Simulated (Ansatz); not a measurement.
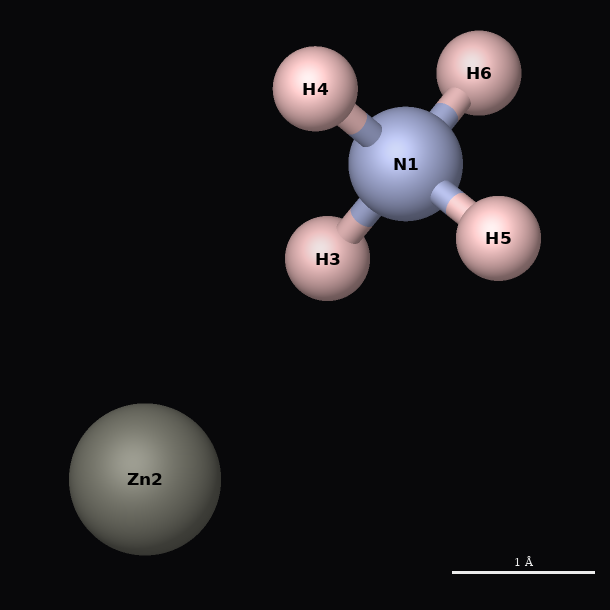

Atoms carry their numbers in the input. Charge +1, singlet. The computed structure is the end point of a PBE0-D4/def2-TZVP optimisation. No frequency run is at hand to confirm it as a minimum.

Give the bond lengths.

```csv
bond,length (Å)
N1–H3,1.049
N1–H4,1.022
N1–H5,1.022
N1–H6,1.022
```
